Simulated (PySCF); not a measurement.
**CH$_{6}$FSi$_{2}$, doublet, SMILES `FC([SiH2])[SiH3]`: what the electrons do**

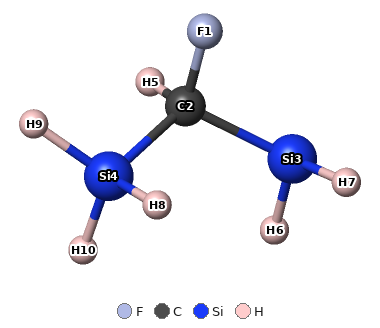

The molecule, with its atoms numbered as below. No frequency check shows the geometry to be a minimum.

Geometry (Å), atoms numbered from 1:

```
F1      -0.0004    1.6657    0.1568
C2       0.0440    0.3975   -0.4426
Si3      1.6965   -0.4415    0.0324
Si4     -1.5657   -0.5219    0.0703
H5       0.0195    0.5986   -1.5203
H6       1.8504   -1.6848   -0.7146
H7       1.8405   -0.5746    1.4758
H8      -1.5215   -0.7328    1.5157
H9      -2.7173    0.2978   -0.2974
H10     -1.5635   -1.7935   -0.6536
```

Part 1: Bonding charge

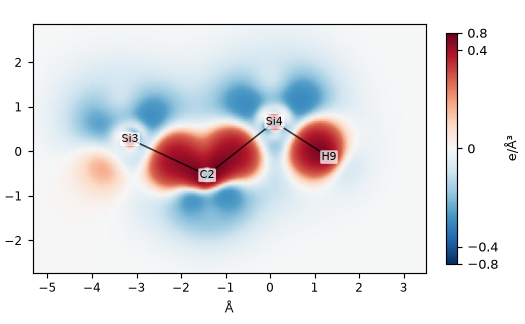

Deformation density (molecule less spherical, spin-averaged free atoms) in the plane of C2, Si3, Si4 and H9; colour scale in e/Å³, logarithmic beyond ±0.1; red: gain, blue: loss.

PySCF calculation, HF/def2-SVP, gas phase; geometry: GFN2-xTB. The stability of the open-shell solution wasn't checked. GFN2-xTB doesn't know the spin state, so this open-shell geometry is rough.

> Describe the bonding that the map shows.

Si4–H9: +0.20 e/Å³ at the bond critical point (bond length 1.46 Å, Mayer order 1.0). C2–Si3: +0.18 e/Å³ at the bond critical point (bond length 1.91 Å, Mayer order 0.9). C2–Si4: +0.17 e/Å³ at the bond critical point (bond length 1.92 Å, Mayer order 0.9). In all, 2.4 electrons gather in the regions of gain relative to the promolecule.

> Where do the Hirshfeld charges lie?

The highest Hirshfeld charge is on Si4 (+0.36 e), the lowest on F1 (−0.17 e).

Part 2: Local ionisation energy

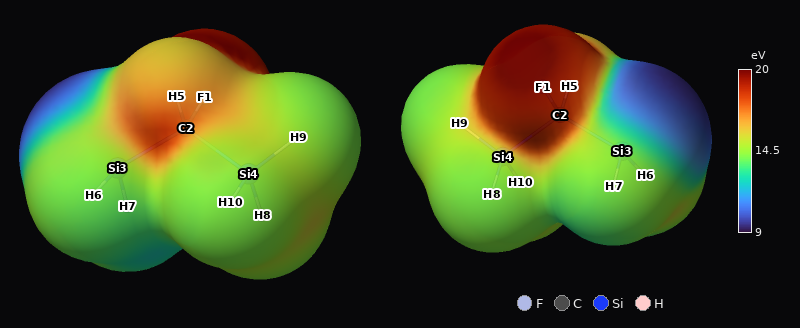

Average local ionisation energy on the surface of electron density 0.001 a.u. (back view left, front view right).

> Locate the minima of the map.

The lowest value is 9.4 eV, 2.5 Å from Si3. Further minima include 12.3 eV, near H6 (2.14 Å), H7 (2.17 Å) and Si3 (2.27 Å); 14.1 eV, 1.5 Å from H9; 15.7 eV, 1.4 Å from H5. For comparison, the highest occupied orbital lies at −8.8 eV.

Part 3: Spin density

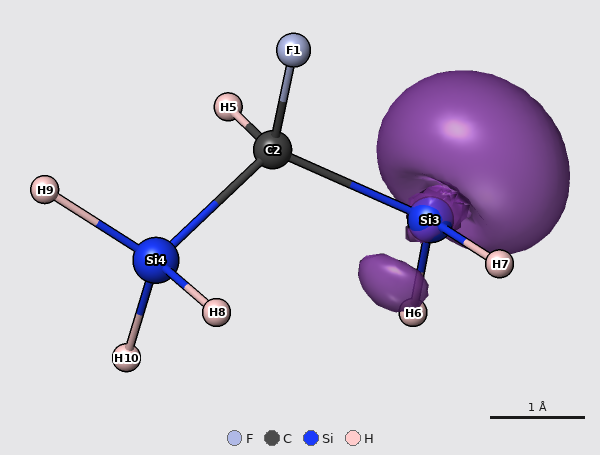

Spin density ρα − ρβ at ±0.05 e/Å³ (purple: excess α, green: excess β).

> Give the atomic spin populations that go with this picture.

Hirshfeld spin populations: Si3 +0.85. ⟨S²⟩ = 0.75, as for a pure state.

Part 4: In an electric field

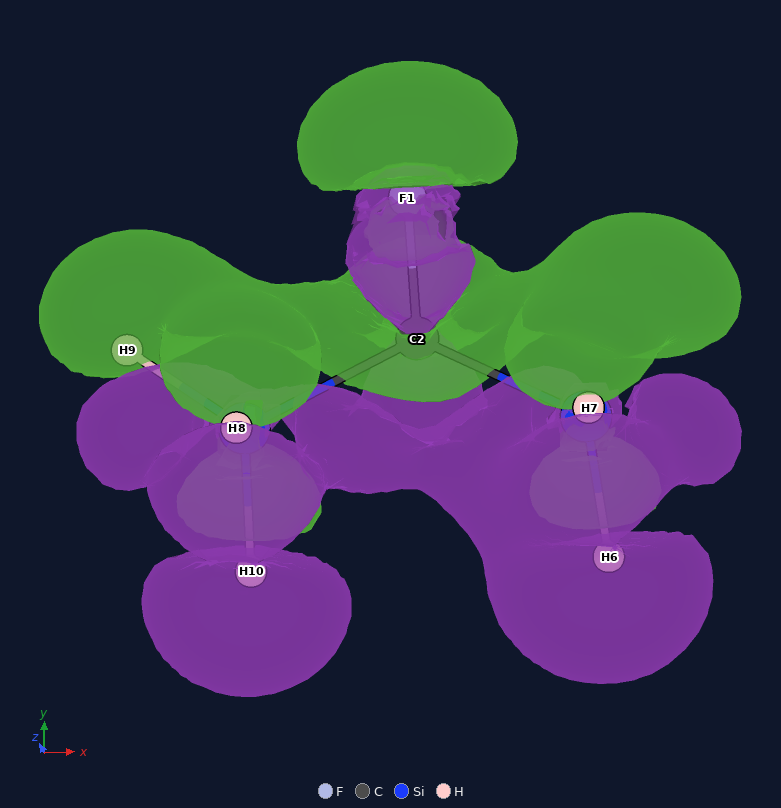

Change of the electron density in a uniform field of 0.10 V/Å, surfaces at ±0.0005 e/Å³ (purple: gain, green: loss).

Level of theory: PBE0/def2-SVPD (PySCF), at a geometry from GFN2-xTB. The stability of the open-shell solution wasn't checked. GFN2-xTB doesn't know the spin state, so this open-shell geometry is rough.

The field was applied in both directions; the picture shows the one opposite to the script's first.

> Along which Cartesian direction does the field point?

Along +y: electrons gather on the −y side, against the field.

> How large is the response?

The induced dipole is 0.34 D (along the field); α along this axis, from the fields in both directions, is 67 bohr³ (9.9 Å³).

Part 5: Removing or adding an electron

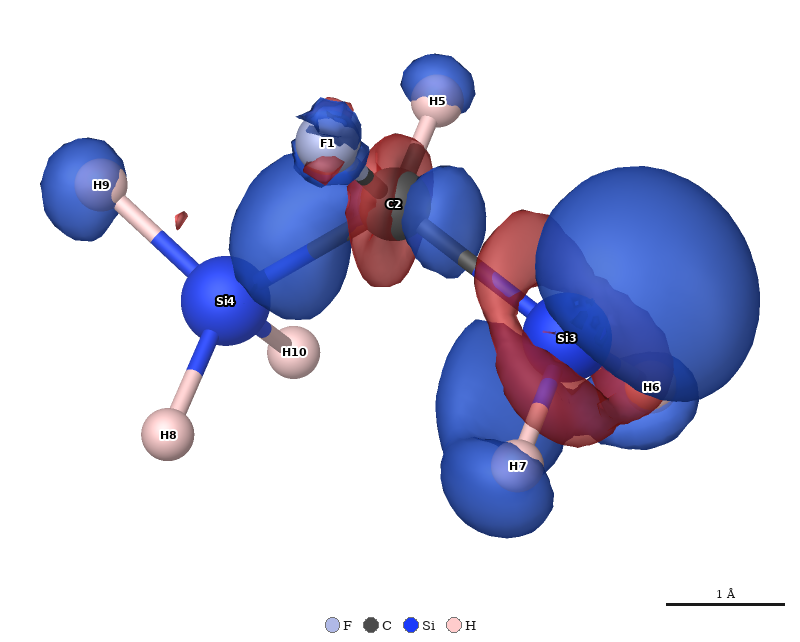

Fukui function f⁻ = ρ(N) − ρ(N−1) at fixed geometry, surfaces at ±0.03 e/Å³ (blue positive, red negative).

Level of theory: r2SCAN/6-311G** (PySCF), at a geometry from GFN2-xTB. GFN2-xTB doesn't know the spin state, so this open-shell geometry is rough.

> Which atoms respond most to the removal of an electron?

f⁻ (Hirshfeld-condensed) is largest on Si3 (0.48); the vertical ionisation energy is 8.24 eV (to the singlet cation, which needn't be its lowest state). Condensed values hint at sites of electrophilic attack but needn't mark the atom that reacts. Orbital relaxation makes it negative in places (0.19 e in all).

```tsv
atom	f⁻	charge
F1	+0.05	−0.12
C2	+0.05	−0.10
Si3	+0.48	+0.24
Si4	+0.09	+0.31
H5	+0.04	+0.04
H6	+0.08	−0.08
H7	+0.09	−0.07
H8	+0.03	−0.07
H9	+0.06	−0.07
H10	+0.03	−0.07
```

The PySCF runs shown took 2.9 s, 75 s and 2.1 min on 1 thread of Arm Neoverse V1, with other jobs on the host.
